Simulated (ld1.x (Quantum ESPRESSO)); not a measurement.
# Pseudopotential generation: Sb (part 2 of 2)

The same run, continued: antimony (Sb, Z = 51), core [Kr] 4d10, reference valence 5s2 5p2.5 (an ion of charge +0.5), valence charge 5. Method: ultrasoft potential, PBE, fully relativistic, made with ld1.x (Quantum ESPRESSO) 7.5.

Output of the test run (extracts), continued:
```
     ---------------------- Testing the pseudopotential ----------------------

     Sb
     dirac relativistic calculation

     atomic number is 51.00   valence charge is  5.00
     dft =PBE   lsd =0 sic =0 latt =0  beta=0.20 tr2=1.0E-14
     mesh =1243 r(mesh) =  98.80758 xmin = -7.00 dx = 0.01250

     n l  j  nl             e AE (Ry)       e PS (Ry)    De AE-PS (Ry)
     1 0 0.5 5S   1( 0.00)       -1.05433       -1.05873        0.00440
     2 1 0.5 5P   1( 1.67)       -0.47124       -0.47246        0.00123
     2 1 1.5 5P   1( 3.33)       -0.42107       -0.42185        0.00078

     eps = 6.5E-16  iter =  7

     Etot =  -12965.797430 Ry,   -6482.898715 Ha, -176408.660922 eV
     Etotps =   -19.289490 Ry,      -9.644745 Ha,    -262.446884 eV
     dEtot_ae =       0.963357 Ry
     dEtot_ps =       0.966548 Ry,   Delta E=      -0.003190 Ry

     Ekin =       3.966731 Ry,       1.983365 Ha,      53.970121 eV
     Encl =     -20.219016 Ry,     -10.109508 Ha,    -275.093722 eV
     Ehrt =       8.126386 Ry,       4.063193 Ha,     110.565119 eV
     Ecxc =     -12.527974 Ry,      -6.263987 Ha,    -170.451768 eV
     (Ecc =      -9.502258 Ry,      -4.751129 Ha,    -129.284802 eV)
     Epseu=       1.364382 Ry,       0.682191 Ha,      18.563366 eV

     ---------------------- End of pseudopotential test ----------------------

     ---------------------- Testing the pseudopotential ----------------------

     Sb
     dirac relativistic calculation

     atomic number is 51.00   valence charge is  5.00
     dft =PBE   lsd =0 sic =0 latt =0  beta=0.20 tr2=1.0E-14
     mesh =1243 r(mesh) =  98.80758 xmin = -7.00 dx = 0.01250

     n l  j  nl             e AE (Ry)       e PS (Ry)    De AE-PS (Ry)
     1 0 0.5 5S   1( 1.00)       -3.65815       -3.69348        0.03533  !
     2 1 0.5 5P   1( 0.00)       -2.92159       -2.94856        0.02697  !
     2 1 1.5 5P   1( 0.00)       -2.83401       -2.85927        0.02527  !

     eps = 3.5E-17  iter =  7

     Etot =  -12960.161907 Ry,   -6480.080954 Ha, -176331.985732 eV
     Etotps =   -13.623584 Ry,      -6.811792 Ha,    -185.358308 eV
     dEtot_ae =       6.598880 Ry
     dEtot_ps =       6.632453 Ry,   Delta E=      -0.033573 Ry

     Ekin =       0.746783 Ry,       0.373391 Ha,      10.160498 eV
     Encl =      -5.320622 Ry,      -2.660311 Ha,     -72.390748 eV
     Ehrt =       0.460200 Ry,       0.230100 Ha,       6.261342 eV
     Ecxc =     -10.346518 Ry,      -5.173259 Ha,    -140.771551 eV
     (Ecc =      -9.502258 Ry,      -4.751129 Ha,    -129.284802 eV)
     Epseu=       0.836573 Ry,       0.418286 Ha,      11.382150 eV

     ---------------------- End of pseudopotential test ----------------------

     ---------------------- Testing the pseudopotential ----------------------

     Sb
     dirac relativistic calculation

     atomic number is 51.00   valence charge is  5.00
     dft =PBE   lsd =0 sic =0 latt =0  beta=0.20 tr2=1.0E-14
     mesh =1243 r(mesh) =  98.80758 xmin = -7.00 dx = 0.01250

     n l  j  nl             e AE (Ry)       e PS (Ry)    De AE-PS (Ry)
     1 0 0.5 5S   1( 1.00)       -1.00038       -1.00224        0.00186
     2 1 0.5 5P   1( 1.33)       -0.43000       -0.43044        0.00044
     2 1 1.5 5P   1( 2.67)       -0.38248       -0.38273        0.00025

     eps = 3.9E-17  iter = 10

     Etot =  -12966.406823 Ry,   -6483.203412 Ha, -176416.952145 eV
     Etotps =   -19.901388 Ry,      -9.950694 Ha,    -270.772182 eV
     dEtot_ae =       0.353964 Ry
     dEtot_ps =       0.354650 Ry,   Delta E=      -0.000686 Ry

     Ekin =       3.562005 Ry,       1.781003 Ha,      48.463550 eV
     Encl =     -20.766277 Ry,     -10.383138 Ha,    -282.539591 eV
     Ehrt =       8.326134 Ry,       4.163067 Ha,     113.282822 eV
     Ecxc =     -12.659398 Ry,      -6.329699 Ha,    -172.239886 eV
     (Ecc =      -9.502258 Ry,      -4.751129 Ha,    -129.284802 eV)
     Epseu=       1.636148 Ry,       0.818074 Ha,      22.260922 eV

     ---------------------- End of pseudopotential test ----------------------

     ---------------------- Testing the pseudopotential ----------------------

     Sb
     dirac relativistic calculation

     atomic number is 51.00   valence charge is  5.00
     dft =PBE   lsd =0 sic =0 latt =0  beta=0.20 tr2=1.0E-14
     mesh =1243 r(mesh) =  98.80758 xmin = -7.00 dx = 0.01250

     n l  j  nl             e AE (Ry)       e PS (Ry)    De AE-PS (Ry)
     1 0 0.5 5S   1( 2.00)       -0.78919       -0.78863       -0.00056
     2 1 0.5 5P   1( 1.10)       -0.24371       -0.24350       -0.00021
     2 1 1.5 5P   1( 2.20)       -0.20178       -0.20163       -0.00014

     eps = 4.5E-15  iter =  9

     Etot =  -12967.086600 Ry,   -6483.543300 Ha, -176426.200977 eV
     Etotps =   -20.581738 Ry,     -10.290869 Ha,    -280.028810 eV
     dEtot_ae =      -0.325813 Ry
     dEtot_ps =      -0.325700 Ry,   Delta E=      -0.000113 Ry

     Ekin =       3.251063 Ry,       1.625532 Ha,      44.232968 eV
     Encl =     -22.156299 Ry,     -11.078150 Ha,    -301.451806 eV
     Ehrt =       9.346852 Ry,       4.673426 Ha,     127.170399 eV
     Ecxc =     -12.919635 Ry,      -6.459818 Ha,    -175.780590 eV
     (Ecc =      -9.502258 Ry,      -4.751129 Ha,    -129.284802 eV)
     Epseu=       1.896281 Ry,       0.948141 Ha,      25.800220 eV

     ---------------------- End of pseudopotential test ----------------------
```

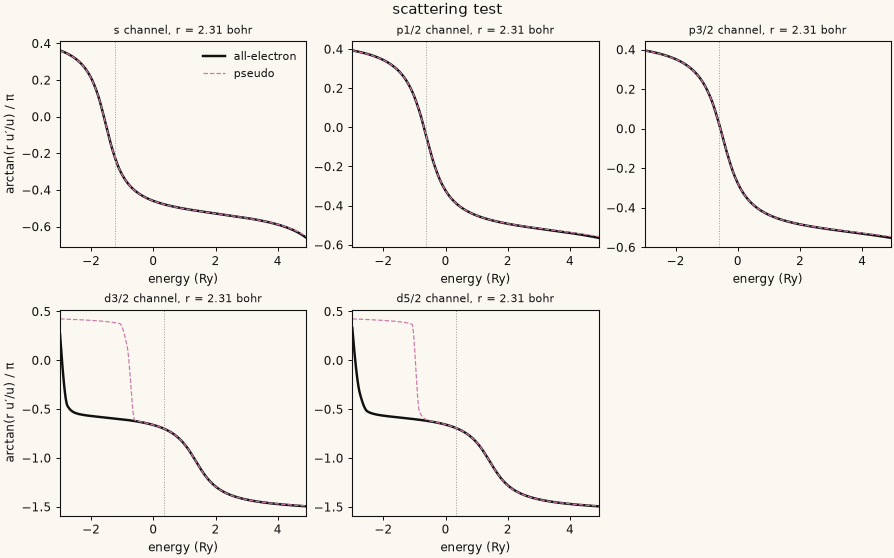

Fig. 2: Unwrapped phase arctan(r u′/u) in units of π against energy, all-electron (solid) and pseudo (dashed); the pseudo phase is matched to the all-electron one at the reference energy. Here u = r R(r). A near-vertical step is a level narrower than the spacing of the points behind the curves. The dotted line marks the reference energy of the channel.

- Range over which the phases agree within 0.05 rad: s: over the whole range drawn; p1/2: over the whole range drawn; p3/2: over the whole range drawn; d3/2: from about -0.7 Ry upwards; d5/2: from about -0.7 Ry upwards.
- Ghost states: Going away from the reference energies, the phases part by more than π/2 in: d3/2 at about -0.8 Ry (below its reference energy, pseudo phase higher, at the flagged ghost); d5/2 at about -1.0 Ry (below its reference energy, pseudo phase higher, at the flagged ghost). Such a step is either a state that only one of the two atoms has or an ordinary level shifted in energy. The separate test gives: ghost states below the valence levels: d5/2 at -9.6 eV, d3/2 at -8.8 eV.

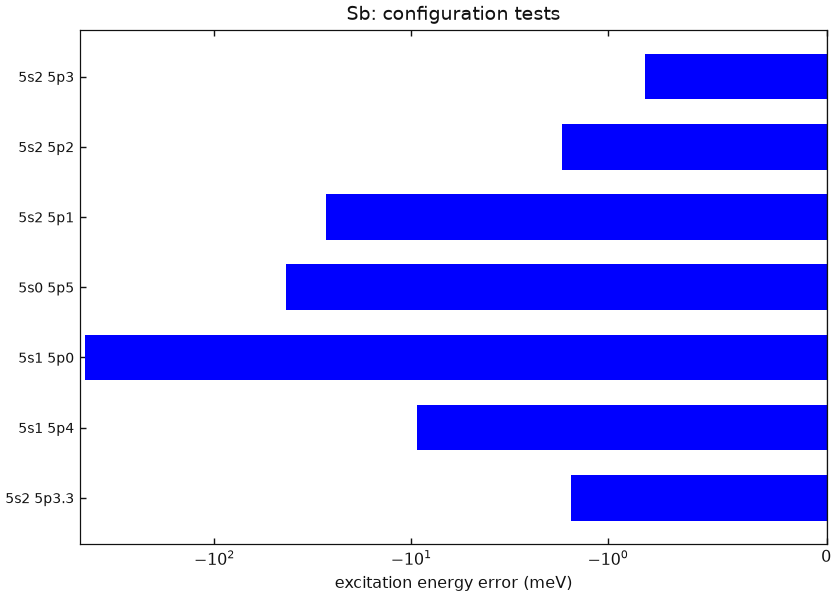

Fig. 3: Errors, all-electron minus pseudo, of the energies of valence configurations relative to the unpolarised reference 5s2 5p2.5.

- Worst configuration: 5s1 5p0 (charge +4): the error is -457 meV on an all-electron energy of +89.78 eV relative to the reference, or 0.51 %.
- Errors in meV: 5s2 5p3: -0.8; 5s2 5p2: -1.7; 5s2 5p1: -27; 5s0 5p5: -43; 5s1 5p0: -457; 5s1 5p4: -9.3; 5s2 5p3.3: -1.5.
- Configurations within 10 meV and within 50 meV: 4 and 6 of 7. The potential isn't sound: its ghost test gives ghost states below the valence levels: d5/2 at -9.6 eV, d3/2 at -8.8 eV.

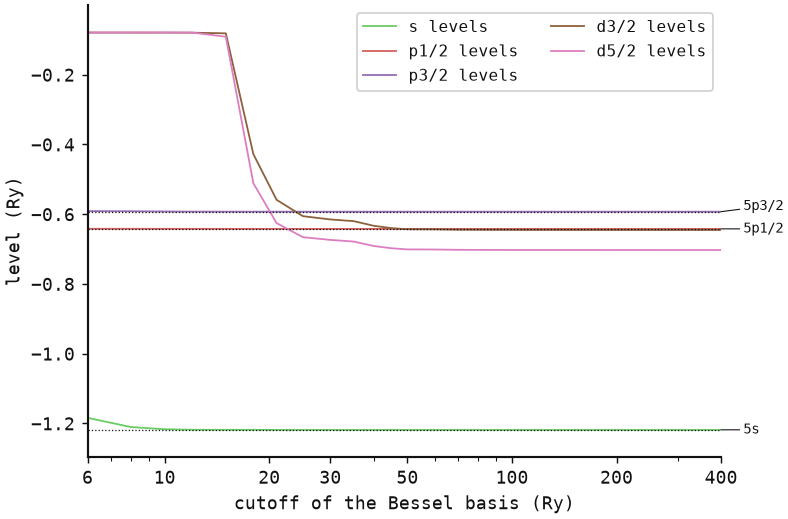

Fig. 4: The pseudo-atom Hamiltonian at the reference potential is diagonalised in spherical Bessel functions (20 bohr box) up to the cutoff. Curves: the lowest levels of each channel that holds a bound state. Dotted lines: the all-electron valence levels.

- Ghost states: below the valence levels: d5/2 at -9.6 eV, d3/2 at -8.8 eV. A ghost is a state of the pseudo-atom that lies below a valence level of its channel, or is bound in a channel without one, and matches no all-electron valence level; bound levels above the valence ones can be real empty states. In Ry: d5/2 -0.70, d3/2 -0.65.
- Onset of the ghost: the lowest d5/2 curve lies clearly below zero from about 15 Ry on and ends at -0.70 Ry.
- All-electron valence levels: 5s: -1.22 Ry; 5p1/2: -0.64 Ry; 5p3/2: -0.59 Ry.

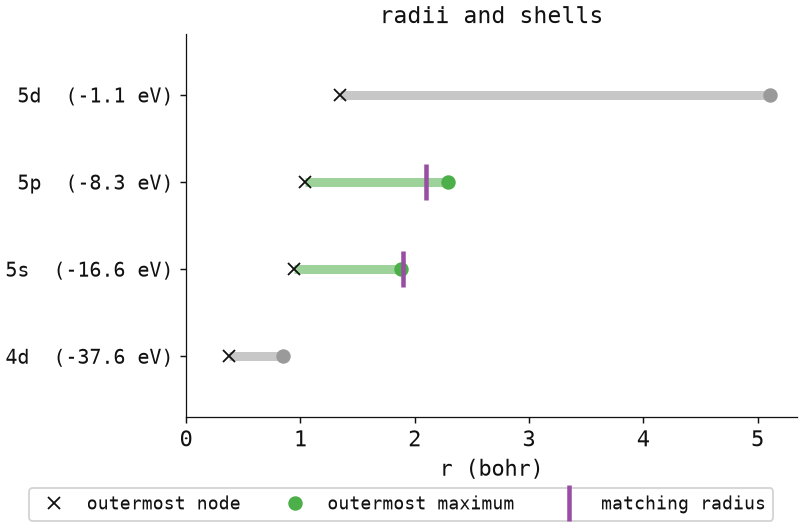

Fig. 5: Outer shells of the all-electron reference atom: each bar runs from the outermost node (or the nucleus) to the outermost maximum of u(r); the tick is the radius chosen for the pseudo-wave. Shells without a tick have no pseudo-wave of their own. Levels, nodes and maxima are from ld1.x, scalar-relativistic.

- Radii against the shells: 5s: 1.90 bohr, outside the maximum; 5p: 2.10 bohr, between node and maximum.

Results in brief:

- outcome: generated, with a ghost state
- cutoffs needed: 10 Ry and 18 Ry (the cutoffs, on a coarse ladder, from which the occupation-weighted sum of valence levels, in a spherical-Bessel basis at the reference potential, stays within 10 and 1 mRy of its value at 400 Ry); ghost states and empty shells don't enter this sum
- ghost test: ghost states below the valence levels: d5/2 at -9.6 eV, d3/2 at -8.8 eV (spherical-Bessel basis up to 400 Ry, 20 bohr box)
- largest excitation error: -457 meV (all-electron minus pseudo) for 5s1 5p0, out of 7 test configurations
- lowest eigenvalue of the overlap operator S in a Bessel basis (separate test): 0.38 (s channel)
- range over which the phases arctan(r u′/u) at the test radius agree within 0.05 rad (a looser test near the poles than one of phase shifts): s: over the whole range computed; p1/2: over the whole range computed; p3/2: over the whole range computed; d3/2: from about -0.7 Ry upwards; d5/2: from about -0.7 Ry upwards
- wall time: 2.6 s

Remarks:

The potential has a bound ghost state, so it can't be used as it stands. An excitation error of 457 meV in its own tests makes this a poorly transferable potential.
